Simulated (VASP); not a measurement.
Band structure of GaN (zinc blende). Calculation: rev-vdW-DF2, VASP's PBE PAW potentials (set 64) (plane waves; VASP 6.6.1).

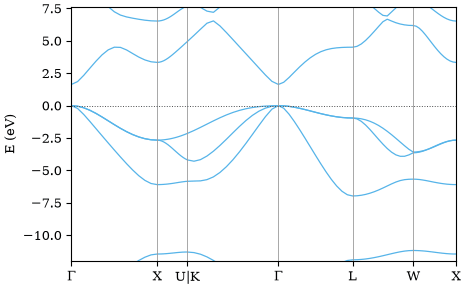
Figure. Bands along high-symmetry lines, zero at the valence-band maximum or, without a gap, the Fermi level

Read the plot: is there a gap, and where are the band edges?

The gap is direct, 1.64 eV, from the valence maximum at Γ to the conduction minimum at Γ. (Edges off the drawn lines would not show.)

The compound is GaN in the zinc blende structure, a metastable form; wurtzite is the usual one. It was relaxed first.
